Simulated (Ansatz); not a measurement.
## CaPbO3 (Pnma): the host for defect calculations

Before any defect goes in: CaPbO3 (Pnma) at rest, and how it screens a charge.

Program: Ansatz 0.2.0. Level of theory: plane-wave PAW DFT, PBEsol; relaxation of the host's cell and atoms, in the first sound run; inputs show where later runs differ. Results are calculated unless marked as measured.

## Step 1: Set-up

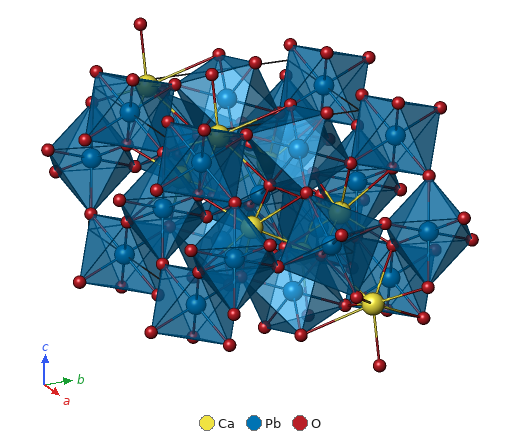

The starting structure, seen slightly off an axis (calcium yellow, lead blue, oxygen red). 2×1×1 cells are drawn. Some periodic images of atoms are drawn too.

## Step 2: Host cell relaxation

Lattice and positions are set free, within the symmetry that the program keeps.

The input, cell/input.yaml:

```yaml
crystal:
  lattice:
    - [5.9280119, 0.0, 0.0]
    - [0.0, 8.178243, 0.0]
    - [0.0, 0.0, 5.6779882]
  atoms:
    - { symbol: Ca, position: [0.06071201, 0.25, 0.98200795] }
    - { symbol: Ca, position: [0.43928799, 0.75, 0.48200795] }
    - { symbol: Ca, position: [0.56071201, 0.25, 0.51799205] }
    - { symbol: Ca, position: [0.93928799, 0.75, 0.01799205] }
    - { symbol: Pb, position: [0.0, 0.0, 0.5] }
    - { symbol: Pb, position: [0.5, 0.0, 0.0] }
    - { symbol: Pb, position: [0.5, 0.5, 0.0] }
    - { symbol: Pb, position: [0.0, 0.5, 0.5] }
    - { symbol: O, position: [0.30473324, 0.43403992, 0.68999406] }
    - { symbol: O, position: [0.19526676, 0.56596008, 0.18999406] }
    - { symbol: O, position: [0.80473324, 0.06596008, 0.81000594] }
    - { symbol: O, position: [0.69526676, 0.93403992, 0.31000594] }
    - { symbol: O, position: [0.69526676, 0.56596008, 0.31000594] }
    - { symbol: O, position: [0.80473324, 0.43403992, 0.81000594] }
    - { symbol: O, position: [0.19526676, 0.93403992, 0.18999406] }
    - { symbol: O, position: [0.30473324, 0.06596008, 0.68999406] }
    - { symbol: O, position: [0.43997373, 0.25, 0.1262313] }
    - { symbol: O, position: [0.06002627, 0.75, 0.6262313] }
    - { symbol: O, position: [0.93997373, 0.25, 0.3737687] }
    - { symbol: O, position: [0.56002627, 0.75, 0.8737687] }
basis:
  ecutwfc: 420
  xc_grid: 2
hamiltonian:
  xc: pbesol
kpoints:
  mp_grid: { grid: [5, 4, 5] }
scf:
  occupations: { method: fixed }
  max_iter: 100
relax:
  f_tol: 0.005
  max_steps: 60
  cell: {}
output:
  forces: true
  stress: true
checkpoint:
  write: "../cell.run"
  compress: false
  write_wavefunctions: false
  write_every: 100000
```

Run with:

```sh
> ansatz run input.yaml --threads 4 --pin off --max-ram 6594MiB --backend cpu --events-out ev --progress --plain --runs-dir out
```

Numbers of over 12 decimals in the logs are rounded to 6 here.

Output:

```text
[... repeated set-up lines and file paths are left out, and long positions are rounded to six places ...]
Engine: ansatz 0.2.0, aarch64-unknown-linux-gnu
Pseudopotentials: kind: paw
Pseudopotential: Ca, paw, valence charge 10, recommended cutoff 420 eV (normal), Ca.paw.azcp
Pseudopotential: Pb, paw, valence charge 14, recommended cutoff 420 eV (normal), Pb.paw.azcp
Pseudopotential: O, paw, valence charge 6, recommended cutoff 420 eV (normal), O.paw.azcp
Functional definition: PBEsol
  exchange = pbesol_x
  correlation = pbesol_c
Crystal: 20 atoms, lattice volume = 275.273 Å³
Basis set: ecut = 420 eV, 5395 PW (Γ), exchange–correlation on 80×120×80 points (8 copies of the dense FFT grid, shifted against one another)
Bands: 104, of which v1, the nominal top of the filled ones, is band 84 counted from 1 (83 counted from 0)
Symmetry: 8 space group operations
Space group: Pnma (ITA 62), of the structure as read, at distance tolerance 6.5e-5 Å
k-points: 27 of 100
Non-local potential: Ca, projectors of the file, l = 0: 3, l = 1: 2, l = 2: 2
Non-local potential: Pb, projectors of the file, l = 0: 2, l = 1: 2, l = 2: 2, l = 3: 2
Non-local potential: O, projectors of the file, l = 0: 2, l = 1: 2, l = 2: 1
PAW form: soft (Blöchl's): semilocal exchange-correlation on the pseudo side does not see the compensation charge
PAW frozen core: Ca, regenerated for the run's functional, and the local potential with it (the file was generated under x = pbe(κ = 0.804, μ = 0.219515), c = pbe(β = 0.066725))
PAW frozen core: Pb, regenerated for the run's functional, and the local potential with it (the file was generated under x = pbe(κ = 0.804, μ = 0.219515), c = pbe(β = 0.066725))
PAW frozen core: O, regenerated for the run's functional, and the local potential with it (the file was generated under x = pbe(κ = 0.804, μ = 0.219515), c = pbe(β = 0.066725))
PAW one-centre angular grid: Ca, 110 points (default); XC on 64 Gauss nodes
PAW one-centre angular grid: Pb, 590 points (default); XC on 64 Gauss nodes
PAW one-centre angular grid: O, 110 points (default); XC on 64 Gauss nodes
Initial density: superposition of atomic densities (neutral atoms: chi_scale 0, normalization atom), corrected by the library's trained network
Initial wavefunctions: pseudopotential atomic-orbital guess
Functional: x = pbesol(κ = 0.804, μ = 0.123457), c = pbesol(β = 0.046)
SCF iter   1: F=—  HF=-60930.562640 eV  |F-HF|=—  |Δ(HF+E_count)|=         —  Δρ=1.63e-2  dr2=6.16e-1  ethr=1.77e-3  ⟨swp⟩=5.2  Hψ=10268  notcnv=0  defer=481
preconditioner: auto → Resta (q_TF=auto, 2.513 Å⁻¹)  ε∞=4.0  [insulator: Δε(μ)=0.962 eV  Ē_g=16.422 eV  n_scr=74 (ndim 8)  ℏωp=28.3 eV  f_vac=0.010  ε∞_Penn≈4.0]
SCF iter   2: F=—  HF=-60930.412879 eV  |F-HF|=—  |Δ(HF+E_count)|=   1.50e-1  Δρ=3.78e-3  dr2=2.02e-2  ethr=3.67e-4  ⟨swp⟩=3.0  Hψ=4269  notcnv=0  defer=486
SCF iter   3: F=—  HF=-60930.409324 eV  |F-HF|=—  |Δ(HF+E_count)|=   3.56e-3  Δρ=1.39e-3  dr2=3.58e-3  ethr=1.20e-5  ⟨swp⟩=3.3  Hψ=4633  notcnv=0  defer=486
SCF iter   4: F=—  HF=-60930.409647 eV  |F-HF|=—  |Δ(HF+E_count)|=   3.24e-4  Δρ=1.06e-3  dr2=2.87e-3  ethr=2.13e-6  ⟨swp⟩=2.4  Hψ=5027  notcnv=0  defer=486
SCF iter   5: F=—  HF=-60930.409259 eV  |F-HF|=—  |Δ(HF+E_count)|=   3.88e-4  Δρ=2.23e-4  dr2=1.12e-4  ethr=1.71e-6  ⟨swp⟩=2.0  Hψ=3303  notcnv=0  defer=486
SCF iter   6: F=—  HF=-60930.409331 eV  |F-HF|=—  |Δ(HF+E_count)|=   7.21e-5  Δρ=5.27e-5  dr2=7.16e-6  ethr=6.65e-8  ⟨swp⟩=2.1  Hψ=3807  notcnv=0  defer=485
SCF iter   7: F=—  HF=-60930.409168 eV  |F-HF|=—  |Δ(HF+E_count)|=   1.63e-4  Δρ=2.04e-5  dr2=1.31e-6  ethr=4.26e-9  ⟨swp⟩=2.2  Hψ=3824  notcnv=0  defer=484
SCF iter   8: F=-60930.409169 eV  HF=-60930.409169 eV  |F-HF|=2.42e-9  |Δ(HF+E_count)|=   3.73e-7  Δρ=3.79e-6  dr2=3.73e-8  ethr=5.95e-11  ⟨swp⟩=4.7  Hψ=11893  notcnv=0
SCF 1 converged in 8 iterations: F = -60930.409169 eV  dr2 = 3.73e-8
  greatest PAW one-centre occupation: 0.996 electrons in one spin orbital (limit 2), on the Ca atom at site 3 (counted from 0), in its partial waves of l = 0
relax step   1: F+E_penalty+E_count = -60930.40916861 eV  Δ(F+E_penalty+E_count) = +0.000e0 eV  max|allowed force component| = 1.027e-1 eV/Å  Δτ_max = 0.0000 Å  P = -0.980 GPa  Ω = 275.273 Å³  (8 SCF iters, dr2 threshold 1.00e-7 eV, accepted)
[... the SCF cycles and remarks between the steps are left out from here to the last step ...]
relax step   2: F+E_penalty+E_count = -60930.44022928 eV  Δ(F+E_penalty+E_count) = -3.106e-2 eV  max|allowed force component| = 4.878e-2 eV/Å  Δτ_max = 0.0206 Å  P = +0.307 GPa  Ω = 272.212 Å³  energy of the carried Pulay correction = +1.094e-2 eV  (6 SCF iters, dr2 threshold 2.00e-6 eV, accepted)
relax step   3: F+E_penalty+E_count = -60930.44196749 eV  Δ(F+E_penalty+E_count) = -1.738e-3 eV  max|allowed force component| = 2.262e-2 eV/Å  Δτ_max = 0.0128 Å  P = +0.167 GPa  Ω = 272.498 Å³  energy of the carried Pulay correction = +9.908e-3 eV  (6 SCF iters, dr2 threshold 7.85e-7 eV, accepted)
relax step   4: F+E_penalty+E_count = -60930.44080059 eV  Δ(F+E_penalty+E_count) = +1.167e-3 eV  max|allowed force component| = 3.103e-2 eV/Å  Δτ_max = 0.0123 Å  P = -0.033 GPa  Ω = 272.899 Å³  energy of the carried Pulay correction = +8.470e-3 eV  (7 SCF iters, dr2 threshold 2.75e-7 eV, accepted)
relax step   5: F+E_penalty+E_count = -60930.44151494 eV  Δ(F+E_penalty+E_count) = -7.143e-4 eV  max|allowed force component| = 2.940e-3 eV/Å  Δτ_max = 0.0079 Å  P = -0.011 GPa  Ω = 272.877 Å³  energy of the carried Pulay correction = +8.547e-3 eV  (7 SCF iters, dr2 threshold 6.02e-8 eV, accepted)
relax step   6: F+E_penalty+E_count = -60930.43353121 eV  Δ(F+E_penalty+E_count) = +7.984e-3 eV  max|allowed force component| = 2.894e-3 eV/Å  Δτ_max = 0.0000 Å  P = -0.065 GPa  Ω = 272.877 Å³  stress off target by 1.03e-1 GPa  SCF on the basis re-selected at this cell (its energy is not comparable with the rows above)  (6 SCF iters)
relax step   7: F+E_penalty+E_count = -60930.43401514 eV  Δ(F+E_penalty+E_count) = -4.839e-4 eV  max|allowed force component| = 3.756e-4 eV/Å  Δτ_max = 0.0006 Å  P = +0.000 GPa  Ω = 272.754 Å³  energy of the carried Pulay correction = +4.361e-4 eV  (6 SCF iters, dr2 threshold 2.67e-8 eV, accepted)
iter 1 solved again at ethr=3.57e-7 eV; its pass at ethr=3.10e-3 eV (dr2=6.01e-4 eV) is discarded
SCF iter   1: F=—  HF=-60930.433795 eV  |F-HF|=—  |Δ(HF+E_count)|=         —  Δρ=1.15e-5  dr2=1.63e-8  ethr=3.57e-7  ⟨swp⟩=4.0  Hψ=17064  notcnv=0  defer=486
eigensolver tolerance schedule: the retry pair's looser diagonalisation over-reported the residual by 36802.98 of it (diagonalisation noise at an unbounded share of the residual, at the tolerance the schedule requests for it); [...]
SCF iter   2: F=—  HF=-60930.433692 eV  |F-HF|=—  |Δ(HF+E_count)|=   1.03e-4  Δρ=5.89e-6  dr2=7.04e-9  ethr=9.71e-12  ⟨swp⟩=4.9  Hψ=8327  notcnv=0  defer=486
SCF iter   3: F=—  HF=-60930.433692 eV  |F-HF|=—  |Δ(HF+E_count)|=   3.58e-7  Δρ=2.76e-6  dr2=1.48e-9  ethr=4.19e-12  ⟨swp⟩=2.0  Hψ=3589  notcnv=0  defer=486
SCF iter   4: F=—  HF=-60930.433693 eV  |F-HF|=—  |Δ(HF+E_count)|=   9.86e-8  Δρ=6.17e-7  dr2=9.25e-10  ethr=1.00e-12  ⟨swp⟩=2.0  Hψ=4053  notcnv=0  defer=486
SCF iter   5: F=-60930.433693 eV  HF=-60930.433693 eV  |F-HF|=2.33e-10  |Δ(HF+E_count)|=  3.71e-10  Δρ=2.11e-7  dr2=5.42e-11  ethr=1.00e-12  ⟨swp⟩=4.6  Hψ=10727  notcnv=0
SCF 8 converged in 5 iterations: F = -60930.433693 eV  dr2 = 5.42e-11
relax step   8: F+E_penalty+E_count = -60930.43369253 eV  Δ(F+E_penalty+E_count) = +3.226e-4 eV  max|allowed force component| = 3.744e-4 eV/Å  Δτ_max = 0.0000 Å  P = -0.001 GPa  Ω = 272.754 Å³  stress off target by 2.81e-3 GPa  SCF on the basis re-selected at this cell (its energy is not comparable with the rows above)  (5 SCF iters)
basis re-selected at this cell: Δ(F+E_penalty+E_count) = +3.226e-4 eV, ΔP = -0.001 GPa vs the last step (what re-selecting the basis moved, of the pressure what is left beyond the Pulay correction that the steps carried, after the strain that the cell walked [...]
SCF converged after 5 iterations
Free energy (F): -60930.433693 eV
Harris-Foulkes:  -60930.433693 eV  (|F-HF|=2.33e-10)
Internal energy: -60930.433693 eV  (E = F + TS)
E sigma→0 (E₀):  -60930.433693 eV
Fermi energy:    8.038206 eV
--- Per-component energies (eV) ---
  E_band       = -513.776526
  E_kinetic    = 4377.895366
  E_local      = -10065.574442  (includes V_loc(G=0)·N_el)
  E_nonlocal   = 2268.123369
  E_hartree    = 3664.800110
  E_xc         = -2281.997207
  E_vxc        = -2322.463281  (∫ρ·V_xc dr)
  E_paw        = -46243.667082  (= ΣΔE_a)
  E_vpaw       = -2101.386621  (= ΣTr[D̂ρ^β])
  E_aug_tail   = 0.028887  (compensation charges beyond the density's cutoff)
  E_ewald      = -12651.189793
  E_core_change = 1.147099  (= ΣΔE_core)
  E_smearing   = -0.000000  (= −TS)
  E_closure    = -0.000000  (closes the sum)
  Σ components = -60930.433693   (vs F -60930.433693, Δ=0.00e0)
--- Forces (eV/Å), atoms counted from 1 ---
  atom   1  Ca     0.00025116    -0.00000000     0.00032322
  atom   2  Ca    -0.00025116    -0.00000000     0.00032322
  atom   3  Ca     0.00025116     0.00000000    -0.00032322
  atom   4  Ca    -0.00025116     0.00000000    -0.00032322
  atom   5  Pb     0.00000000    -0.00000000    -0.00000000
  atom   6  Pb    -0.00000000    -0.00000000     0.00000000
  atom   7  Pb    -0.00000000    -0.00000000     0.00000000
  atom   8  Pb    -0.00000000    -0.00000000     0.00000000
  atom   9  O     -0.00037436    -0.00006610    -0.00032614
  atom  10  O      0.00037436     0.00006610    -0.00032614
  atom  11  O     -0.00037436     0.00006610     0.00032614
  atom  12  O      0.00037436    -0.00006610     0.00032614
  atom  13  O      0.00037436     0.00006610     0.00032614
  atom  14  O     -0.00037436    -0.00006610     0.00032614
  atom  15  O      0.00037436    -0.00006610    -0.00032614
  atom  16  O     -0.00037436     0.00006610    -0.00032614
  atom  17  O     -0.00012652     0.00000000     0.00006608
  atom  18  O      0.00012652     0.00000000     0.00006608
  atom  19  O     -0.00012652    -0.00000000    -0.00006608
  atom  20  O      0.00012652    -0.00000000    -0.00006608
  max |Σ_I F_I| component: 2.71e-19 eV/Å
--- Stress (GPa, compression-positive) ---
       -0.002814       0.000000      -0.000000
        0.000000       0.000385       0.000000
       -0.000000       0.000000      -0.000953
  P = ⅓ Tr σ = -0.0011 GPa (-0.011 kbar)
--- Relaxed structure (6 steps of the walk, 6 accepted, 2 SCFs on fresh bases) ---
  F+E_penalty+E_count = -60930.43369253 eV   max|allowed force component| = 3.744e-4 eV/Å   (the final SCF, on the basis selected at the relaxed cell)
  cell:  # Å, volume = 272.7539 Å³
    - [5.902577, 0.0, 0.0]
    - [0.0, 8.166599, 0.0]
    - [0.0, 0.0, 5.658328]
  atoms:
    - { symbol: Ca, position: [0.060945, 0.25, 0.981044] }
    - { symbol: Ca, position: [0.439055, 0.750000, 0.481044] }
    - { symbol: Ca, position: [0.560945, 0.25, 0.518956] }
    - { symbol: Ca, position: [0.939055, 0.750000, 0.018956] }
    - { symbol: Pb, position: [0, 0, 0.500000] }
    - { symbol: Pb, position: [0.500000, 0, 0] }
    - { symbol: Pb, position: [0.500000, 0.5, 0] }
    - { symbol: Pb, position: [0, 0.5, 0.500000] }
    - { symbol: O, position: [0.304828, 0.431105, 0.690290] }
    - { symbol: O, position: [0.195172, 0.568895, 0.190290] }
    - { symbol: O, position: [0.804828, 0.068895, 0.809710] }
    - { symbol: O, position: [0.695172, 0.931105, 0.309710] }
    - { symbol: O, position: [0.695172, 0.568895, 0.309710] }
    - { symbol: O, position: [0.804828, 0.431105, 0.809710] }
    - { symbol: O, position: [0.195172, 0.931105, 0.190290] }
    - { symbol: O, position: [0.304828, 0.068895, 0.690290] }
    - { symbol: O, position: [0.437225, 0.25, 0.130300] }
    - { symbol: O, position: [0.062775, 0.750000, 0.630300] }
    - { symbol: O, position: [0.937225, 0.25, 0.369700] }
    - { symbol: O, position: [0.562775, 0.750000, 0.869700] }
```

Run time: 74 s. Hardware: 4 threads of Arm Neoverse V2, shared host; peak memory 1.2 GiB; 4.9 min of CPU time.

The steps of the relaxation:

| step | energy less that of the first step (eV) | largest force component (eV/Å) | pressure (GPa) | volume (Å³) |
| --- | --- | --- | --- | --- |
| 1 | 0.0000 | 0.1027 | -0.98 | 275.27 |
| 2 | -0.0311 | 0.0488 | 0.31 | 272.21 |
| 3 | -0.0328 | 0.0226 | 0.17 | 272.50 |
| 4 | -0.0316 | 0.0310 | -0.03 | 272.90 |
| 5 | -0.0323 | 0.0029 | -0.01 | 272.88 |
| 6 | -0.0244 | 0.0029 | -0.06 | 272.88 |
| 7 | -0.0248 | 0.0004 | 0.00 | 272.75 |
| 8* | -0.0245 | 0.0004 | 0.00 | 272.75 |

Relaxation steps marked * repeat the geometry before them on a plane-wave basis chosen anew for their cell, so energy and pressure can jump there. The log counts 2 steps on a newly chosen plane-wave basis, not all of them marked here; energy and pressure can jump at such steps.

The run keeps the 8 symmetry operations that it works with, so distortions that break them were not tested.

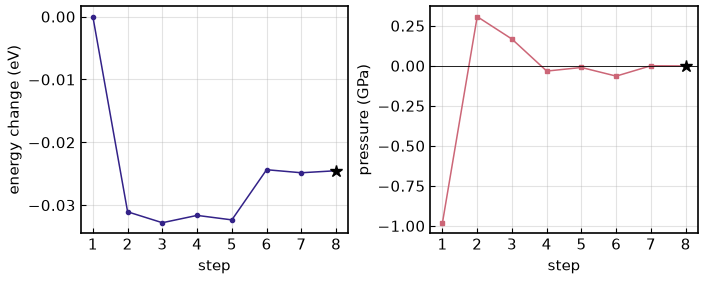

Energy and pressure along the relaxation. Stars mark steps on a basis chosen anew.

| conventional cell, symmetrised | before | after | change |
| --- | --- | --- | --- |
| a (Å) | 5.928 | 5.903 | -0.4 % |
| b (Å) | 8.178 | 8.167 | -0.1 % |
| c (Å) | 5.678 | 5.658 | -0.3 % |
| volume (Å³/atom) | 13.76 | 13.64 | -0.9 % |

The atoms that moved most (Å, as changes of fractional coordinates times the final cell):

| atom | dx | dy | dz | length |
| --- | --- | --- | --- | --- |
| O19 | -0.016 | 0.000 | -0.023 | 0.028 |
| O20 | 0.016 | 0.000 | -0.023 | 0.028 |
| O17 | -0.016 | 0.000 | 0.023 | 0.028 |
| O18 | 0.016 | 0.000 | 0.023 | 0.028 |
| O14 | 0.001 | -0.024 | -0.002 | 0.024 |
| O11 | 0.001 | 0.024 | -0.002 | 0.024 |
| O9 | 0.001 | -0.024 | 0.002 | 0.024 |
| O16 | 0.001 | 0.024 | 0.002 | 0.024 |

This step gave:

```yaml
pressure: -0.001127 GPa
```

The relaxation ends with a largest force component of 3.7e-4 eV/Å and a pressure of 0.00 GPa.

(Part 1 of 2 ends here.)

[Logs are printed without paths, hosts, clocks, repeated set-up lines and the standing remarks that a program may print on its own settings, such as how far it seeks lower states.]

[Hosts, paths, dates, database ids (printed as entryN), source tags and the programs' standing remarks are cut or masked in the printed files.]

[Runs of the host that timed out are not shown.]

[For some hosts the program warned that the k-mesh of the response run may be too coarse for force constants and the static dielectric constant; such warnings are not always shown.]

[The program warned that the k-mesh of a response run behind this text may be too coarse: force constants, and the static dielectric constant and all else formed from them, are not shown converged.]
